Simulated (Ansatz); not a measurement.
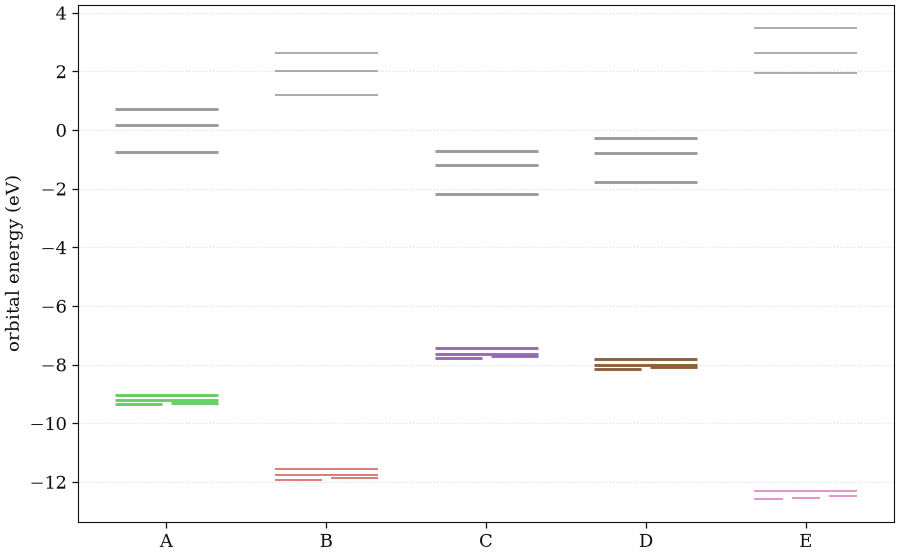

Frontier orbital energies of AlSi₂H₆O₂Cl, SMILES [SiH3][O][Al]([Cl])[O][SiH3], singlet at one geometry, def2-TZVPP, the Ansatz code, at a PBE0-D4/def2-TZVP geometry (with a soft imaginary mode, 7i cm⁻¹). Empty levels are grey, levels within 0.1 eV stand side by side; all columns show the same few orbitals around the gap.

Question: The columns come from B97M-V, HF, LC-wPBE, LDA (SPW92) and r2SCAN0. Which is which?

Answer: A: r2SCAN0 (HOMO −9.03, LUMO −0.76, separation 8.27 eV)
B: LC-wPBE (HOMO −11.57, LUMO 1.18, separation 12.75 eV)
C: LDA (SPW92) (HOMO −7.45, LUMO −2.16, separation 5.28 eV)
D: B97M-V (HOMO −7.82, LUMO −1.78, separation 6.04 eV)
E: HF (HOMO −12.32, LUMO 1.96, separation 14.28 eV)

Caveats, for all or some of the runs: empty levels above zero depend strongly on the basis; one conformer of a flexible molecule.
